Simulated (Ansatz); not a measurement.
# C5H12S (tert-butyl methyl sulfide) at 6 levels

Aim: a comparison of 6 runs (HF/3-21G, BLYP/6-31G*, SVWN5/6-31G*, r2SCAN/6-31G*, revPBE/6-31G*, CCSD/6-31G*) of C5H12S (tert-butyl methyl sulfide). 

Program for the calculation: Ansatz 0.2.0.

40 further runs of the same task are left out: 40 set aside as unsound or not needed. Runs told in other sessions of the task aren't counted.

## 1. The molecule

C5H12S has 18 atoms, charge 0, and is taken as a singlet. As SMILES, `CSC(C)(C)C`. The C1–H8 distance was set to 1.964 Å, away from the relaxed value. At this shape a bond of the SMILES string is far longer than usual.

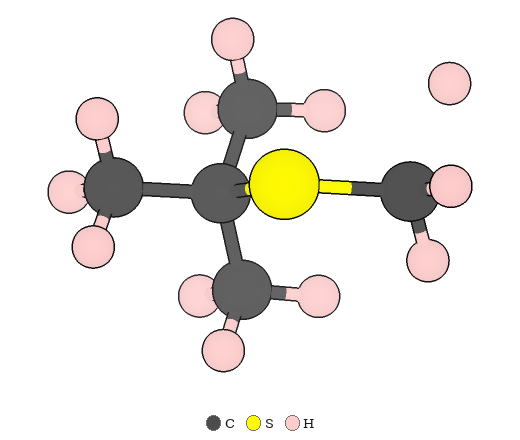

Viewed from a chosen angle; carbon dark grey, sulfur yellow, hydrogen pink.

## 2. A single-point energy at HF/3-21G (run 1)

Input file run.yaml:

```yaml
crystal:
  periodic: [false, false, false]
  atoms:
    - symbol: C
      position_ang: [-1.264739, -1.156162, -1.939746]
    - symbol: S
      position_ang: [-1.129299, 0.625098, -1.761766]
    - symbol: C
      position_ang: [0.302831, 0.830738, -0.635926]
    - symbol: C
      position_ang: [1.569271, 0.260688, -1.257256]
    - symbol: C
      position_ang: [0.432921, 2.340718, -0.477496]
    - symbol: C
      position_ang: [0.029241, 0.186458, 0.714994]
    - symbol: H
      position_ang: [-0.377129, -1.592072, -2.400186]
    - symbol: H
      position_ang: [-1.638550, -2.044600, -0.229110]
    - symbol: H
      position_ang: [-2.112639, -1.325302, -2.604826]
    - symbol: H
      position_ang: [1.501431, -0.820902, -1.391936]
    - symbol: H
      position_ang: [1.766501, 0.716558, -2.229126]
    - symbol: H
      position_ang: [2.425391, 0.455168, -0.603016]
    - symbol: H
      position_ang: [0.617281, 2.823158, -1.440046]
    - symbol: H
      position_ang: [1.270851, 2.570688, 0.186604]
    - symbol: H
      position_ang: [-0.473509, 2.770808, -0.045416]
    - symbol: H
      position_ang: [-0.880639, 0.590058, 1.162704]
    - symbol: H
      position_ang: [0.865141, 0.378518, 1.395584]
    - symbol: H
      position_ang: [-0.079949, -0.896862, 0.630944]
basis:
  gaussian: {orbitals: 3-21G.json}
hamiltonian: {xc: hf}
accuracy: high
output: {orbitals: {seedname: orbitals}}
```

The basis set 3-21G is read from a file made from the Basis Set Exchange's data (not shown).

The run is started by

```console
$ ansatz run run.yaml --threads 1 --pin off --max-ram 3480MiB --events-out events.jsonl --progress --plain --runs-dir runs
```

The program printed:

```text
Warning: RAYON_NUM_THREADS=1 ignored (pool sized by the plan → 1); use --threads N
Functional definition: HF
  name "HF"
  exchange = exact_x
  correlation = 0
2074 factors; integrals over basis functions are off by at most 8.6e-9 eV
mean field evaluation 1: about -16069.8267 eV, gradient 2.7e1 eV
mean field evaluation 2: about -16070.5535 eV, gradient 2.7e1 eV
mean field evaluation 4: about -16072.7029 eV, gradient 2.4e0 eV
mean field evaluation 8: about -16072.7236 eV, gradient 1.9e-1 eV
mean field evaluation 16: about -16072.7239 eV, gradient 2.2e-8 eV
mean field -16072.72392759 eV, -590.6617098553 hartree, gradient 2.2e-8 eV, S^2 0.000000; 0 other end points of the search recorded, 0 dependent functions left out
reference -16072.72392759 eV, -590.6617098553 hartree; 29, 29 occupied and 53, 53 virtual orbitals, 2074 factors
Total energy: -16072.72392759 eV, -590.6617098553 hartree
```

Run time: 2.2 s. Hardware: 1 thread of Arm Neoverse V2, shared host; peak memory 0.26 GiB.

## 3. The energy at BLYP/6-31G(d) (spherical functions) (run 2)

Input file molecule.yaml:

```yaml
crystal:
  periodic: [false, false, false]
  atoms:
    - {symbol: C, position_ang: [-1.264739, -1.156162, -1.939746]}
    - {symbol: S, position_ang: [-1.129299, 0.625098, -1.761766]}
    - {symbol: C, position_ang: [0.302831, 0.830738, -0.635926]}
    - {symbol: C, position_ang: [1.569271, 0.260688, -1.257256]}
    - {symbol: C, position_ang: [0.432921, 2.340718, -0.477496]}
    - {symbol: C, position_ang: [0.029241, 0.186458, 0.714994]}
    - {symbol: H, position_ang: [-0.377129, -1.592072, -2.400186]}
    - {symbol: H, position_ang: [-1.638550, -2.044600, -0.229110]}
    - {symbol: H, position_ang: [-2.112639, -1.325302, -2.604826]}
    - {symbol: H, position_ang: [1.501431, -0.820902, -1.391936]}
    - {symbol: H, position_ang: [1.766501, 0.716558, -2.229126]}
    - {symbol: H, position_ang: [2.425391, 0.455168, -0.603016]}
    - {symbol: H, position_ang: [0.617281, 2.823158, -1.440046]}
    - {symbol: H, position_ang: [1.270851, 2.570688, 0.186604]}
    - {symbol: H, position_ang: [-0.473509, 2.770808, -0.045416]}
    - {symbol: H, position_ang: [-0.880639, 0.590058, 1.162704]}
    - {symbol: H, position_ang: [0.865141, 0.378518, 1.395584]}
    - {symbol: H, position_ang: [-0.079949, -0.896862, 0.630944]}
basis:
  gaussian:
    orbitals: 6-31G_st_-spherical.json
output:
  orbitals: {seedname: orbitals}
accuracy: high
hamiltonian:
  xc: {name: BLYP}
```

The basis set 6-31G* is read from a file made from the Basis Set Exchange's data (not shown).

The run is started by

```console
$ ansatz run molecule.yaml --threads 1 --pin off --max-ram 3480MiB --events-out events.jsonl --progress --plain --runs-dir runs
```

The program printed:

```text
Warning: RAYON_NUM_THREADS=1 ignored (pool sized by the plan → 1); use --threads N
Functional definition: BLYP
  name "BLYP"
  parameter beta = 0.0042
  parameter a = 0.04918
  parameter b = 0.132
  parameter c = 0.2533
  parameter d = 0.349
  exchange = b88_x(beta = beta)
  correlation = lyp_c(a = a, b = b, c = c, d = d)
2906 factors; integrals over basis functions are off by at most 3.5e-9 eV
mean field evaluation 1: about -16192.0606 eV, gradient 8.1e1 eV
mean field evaluation 2: about -16161.1251 eV, gradient 1.2e2 eV
mean field evaluation 4: about -16208.4835 eV, gradient 1.3e1 eV
mean field evaluation 8: about -16208.9808 eV, gradient 3.9e-1 eV
mean field evaluation 16: about -16208.9815 eV, gradient 3.8e-5 eV
mean field -16208.98151584 eV, -595.6690838650 hartree, gradient 5.0e-8 eV, S^2 0.000000; 0 other end points of the search recorded, 0 dependent functions left out
reference -16208.98157528 eV, -595.6690860491 hartree; 29, 29 occupied and 83, 83 virtual orbitals, 2906 factors
Total energy: -16208.98157528 eV, -595.6690860491 hartree
```

It took 16 s on 1 thread of Arm Neoverse V2, shared host; peak memory 0.4 GiB.

## 4. A single-point energy at SVWN5/6-31G(d) (spherical functions) (run 3)

Input file run.yaml:

```yaml
crystal:
  periodic: [false, false, false]
  atoms:
    - {symbol: C, position_ang: [-1.264739, -1.156162, -1.939746]}
    - {symbol: S, position_ang: [-1.129299, 0.625098, -1.761766]}
    - {symbol: C, position_ang: [0.302831, 0.830738, -0.635926]}
    - {symbol: C, position_ang: [1.569271, 0.260688, -1.257256]}
    - {symbol: C, position_ang: [0.432921, 2.340718, -0.477496]}
    - {symbol: C, position_ang: [0.029241, 0.186458, 0.714994]}
    - {symbol: H, position_ang: [-0.377129, -1.592072, -2.400186]}
    - {symbol: H, position_ang: [-1.638550, -2.044600, -0.229110]}
    - {symbol: H, position_ang: [-2.112639, -1.325302, -2.604826]}
    - {symbol: H, position_ang: [1.501431, -0.820902, -1.391936]}
    - {symbol: H, position_ang: [1.766501, 0.716558, -2.229126]}
    - {symbol: H, position_ang: [2.425391, 0.455168, -0.603016]}
    - {symbol: H, position_ang: [0.617281, 2.823158, -1.440046]}
    - {symbol: H, position_ang: [1.270851, 2.570688, 0.186604]}
    - {symbol: H, position_ang: [-0.473509, 2.770808, -0.045416]}
    - {symbol: H, position_ang: [-0.880639, 0.590058, 1.162704]}
    - {symbol: H, position_ang: [0.865141, 0.378518, 1.395584]}
    - {symbol: H, position_ang: [-0.079949, -0.896862, 0.630944]}
basis:
  gaussian:
    orbitals: 6-31G_st_-spherical.json
hamiltonian:
  xc: {name: SVWN5}
output:
  orbitals: {seedname: orbitals}
accuracy: high
```

The basis set 6-31G* is read from a file made from the Basis Set Exchange's data (not shown).

The run is started by

```console
$ ansatz run run.yaml --threads 1 --pin off --max-ram 3480MiB --events-out events.jsonl --progress --plain --runs-dir runs
```

The program printed:

```text
Warning: RAYON_NUM_THREADS=1 ignored (pool sized by the plan → 1); use --threads N
Functional definition: SVWN5
  name "SVWN5"
  exchange = slater_x
  correlation = vwn5_c
2906 factors; integrals over basis functions are off by at most 3.5e-9 eV
mean field evaluation 1: about -16106.4251 eV, gradient 8.3e1 eV
mean field evaluation 2: about -16074.4361 eV, gradient 1.3e2 eV
mean field evaluation 4: about -16123.7103 eV, gradient 1.2e1 eV
mean field evaluation 8: about -16124.1173 eV, gradient 3.5e-1 eV
mean field evaluation 16: about -16124.1178 eV, gradient 8.8e-5 eV
mean field -16124.11782240 eV, -592.5504006536 hartree, gradient 2.6e-8 eV, S^2 0.000000; 0 other end points of the search recorded, 0 dependent functions left out
reference -16124.11782535 eV, -592.5504007619 hartree; 29, 29 occupied and 83, 83 virtual orbitals, 2906 factors
Total energy: -16124.11782535 eV, -592.5504007619 hartree
```

It took 11 s on 1 thread of Arm Neoverse V2, shared host; peak memory 0.39 GiB.

Runs 4 to 5 aren't shown in full; the table further down has their settings and results.

## 5. The energy at CCSD/6-31G(d) (spherical functions) (run 6)

Edit molecule.yaml of step 3 so:

```diff
@@ -24,6 +24,7 @@
     orbitals: 6-31G_st_-spherical.json
-output:
-  orbitals: {seedname: orbitals}
+correlation:
+  method: ccsd
+  frozen_orbitals: {C: 1, H: 0, S: 5}
 accuracy: high
-hamiltonian:
-  xc: {name: BLYP}
+scf:
+  omitted_lower_state_checks: [cluster_reference, increment]
```

The basis set 6-31G* is read from a file made from the Basis Set Exchange's data (not shown).

The run is started by

```console
$ ansatz run molecule.yaml --threads 1 --pin off --max-ram 3480MiB --events-out events.jsonl --progress --plain --runs-dir runs
```

The program printed:

```text
Warning: RAYON_NUM_THREADS=1 ignored (pool sized by the plan → 1); use --threads N
[... 4 set-up lines as earlier in the session ...]
these checks for a lower state are left out or cut short: cluster_reference, increment
2906 factors; integrals over basis functions are off by at most 3.5e-9 eV
mean field evaluation 1: about -16152.0424 eV, gradient 3.0e1 eV
mean field evaluation 2: about -16152.0427 eV, gradient 3.0e1 eV
mean field evaluation 4: about -16155.0919 eV, gradient 3.2e0 eV
mean field evaluation 8: about -16155.1347 eV, gradient 8.4e-4 eV
mean field -16155.13466126 eV, -593.6902484578 hartree, gradient 2.5e-8 eV, S^2 0.000000; 0 other end points of the search recorded, 0 dependent functions left out; unrestricted orbitals would lower it
10 core orbitals not correlated: weight in the atoms' cores, before any rotation towards them, 1.000 or more for the frozen orbitals, at most 0.000 for the correlated occupied ones
reference -16155.13466126 eV, -593.6902484578 hartree; 19, 19 occupied and 83, 83 virtual orbitals, 2906 factors
second order -21.77535985 eV of doubles, -0.00000000 eV of singles
cycle   1  -23.08581366 eV  change    -1.3e0 eV  update   1.3e-1
cycle   2  -23.91872089 eV  change   -8.3e-1 eV  update   4.8e-2
cycle   3  -24.12084814 eV  change   -2.0e-1 eV  update   2.3e-2
cycle   4  -24.11460032 eV  change    6.2e-3 eV  update   7.0e-3
cycle   5  -24.11197224 eV  change    2.6e-3 eV  update   2.3e-3
cycle   6  -24.11157776 eV  change    3.9e-4 eV  update   1.0e-3
cycle   7  -24.11114075 eV  change    4.4e-4 eV  update   3.5e-4
cycle   8  -24.11128488 eV  change   -1.4e-4 eV  update   1.8e-4
cycle   9  -24.11136719 eV  change   -8.2e-5 eV  update   6.3e-5
cycle  10  -24.11135428 eV  change    1.3e-5 eV  update   2.7e-5
cycle  11  -24.11136874 eV  change   -1.4e-5 eV  update   1.3e-5
cycle  12  -24.11137271 eV  change   -4.0e-6 eV  update   4.4e-6
cycle  13  -24.11137460 eV  change   -1.9e-6 eV  update   2.1e-6
cycle  14  -24.11137678 eV  change   -2.2e-6 eV  update   8.3e-7
cycle  15  -24.11137722 eV  change   -4.4e-7 eV  update   3.4e-7
cycle  16  -24.11137713 eV  change    9.2e-8 eV  update   1.3e-7
cycle  17  -24.11137713 eV  change   -7.4e-9 eV  update   6.6e-8
cycle  18  -24.11137713 eV  change  -1.9e-10 eV  update   4.6e-8
cycle  19  -24.11137684 eV  change    3.0e-7 eV  update   1.6e-7
cycle  20  -24.11137679 eV  change    4.9e-8 eV  update   4.4e-8
cycle  21  -24.11137675 eV  change    4.0e-8 eV  update   1.5e-8
cycle  22  -24.11137674 eV  change    8.7e-9 eV  update   5.5e-9
cycle  23  -24.11137674 eV  change    2.0e-9 eV  update   2.0e-9
Total energy: -16179.24603800 eV, -594.5763252096 hartree
Checks for a lower state left out: cluster_reference, increment
```

Run time: 66 s. Hardware: 1 thread of Arm Neoverse V2, shared host; peak memory 1.1 GiB.

## 6. All runs side by side

```tsv
run	level	frozen core orbitals	energy (Eh)	HOMO energy (eV)	LUMO energy (eV)	HOMO–LUMO gap (eV)	wall time
1	HF/3-21G	–	-590.661710	-8.66	2.45	11.11	2.2 s
2	BLYP/6-31G* (spherical functions)	–	-595.669086	-4.93	-2.09	2.84	16 s
3	SVWN5/6-31G* (spherical functions)	–	-592.550401	-5.13	-2.27	2.86	11 s
4	r2SCAN/6-31G* (spherical functions)	–	-595.651957	-5.36	-2.19	3.17	32 s
5	revPBE/6-31G* (spherical functions)	–	-595.674834	-5.07	-2.18	2.89	16 s
6	CCSD/6-31G* (spherical functions)	10	-594.576325	–	–	–	66 s
```

## 7. What came out

```
                                           quantity          value
                                run 6: total energy  -594.57633 Eh
run 6: correlation energy (10 core orbitals frozen)     -886.1 mEh
                               run 6: T1 diagnostic          0.013
```

What this shows: Over runs 1, 2, 3, 4, 5 the HOMO–LUMO gap runs from 2.84 eV (BLYP/6-31G*) to 11.11 eV (HF/3-21G). The two ends differ in method and basis. Totals of different functionals can't be ranked against each other. In run 6 the log says that unrestricted orbitals would lower the reference, so the values rest on an unstable closed-shell determinant (other closed-shell runs at this shape may share the fault). In all runs a closed-shell determinant meets a far-stretched bond; if it breaks into open shells, such a determinant describes it badly, and no broken-symmetry solution was shown. All runs together took 2.4 min, the longest 66 s.
